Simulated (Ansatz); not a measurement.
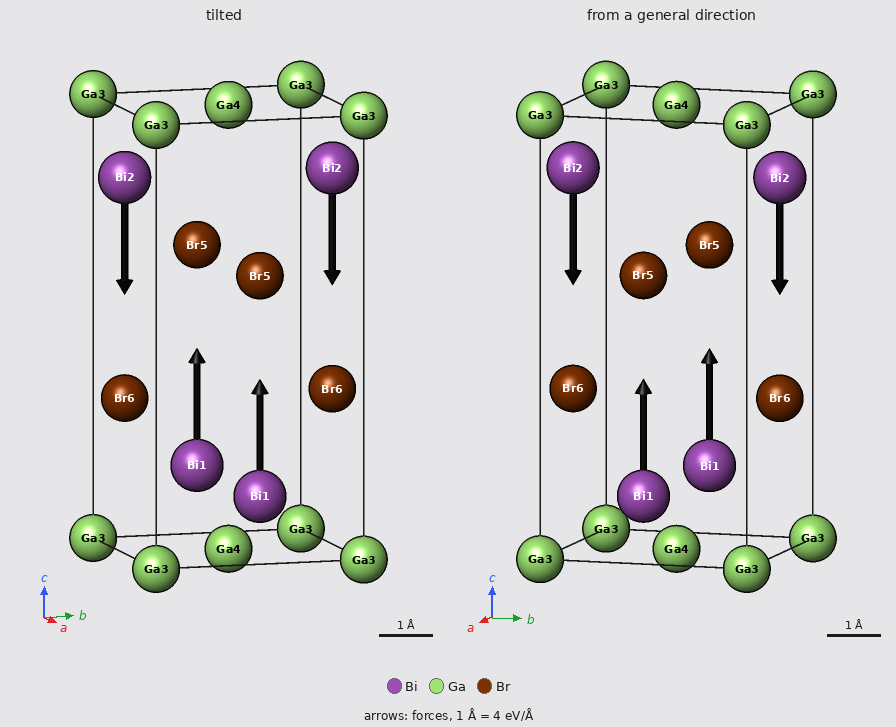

The image is a spheres-only drawing of a crystal, viewed slightly off an axis and from a general direction. The lines enclose the simulation cell; boundary atoms appear with their images. The arrows are the computed forces on the atoms.

System: GaBiBr. Calculation details: Ansatz, DFT, PAW plane waves, LDA; an energy cutoff of 420 eV, the zone sampled with 8×8×4 points, Fermi-Dirac smearing of 0.1 eV, no spin polarisation.

Are the atoms in equilibrium?

No. The atoms still feel forces of up to about 7.2 eV/Å, far above a usual threshold of 0.01 to 0.03 eV/Å.

Which atom has the biggest force on it?

Bi1 and Bi2, about 7.2 eV/Å.

The structure is a generated cell, made by putting these elements into a known structure type (the compound may or may not exist in this form); no relaxation was done. An electronic-structure calculation with Ansatz was run on it.
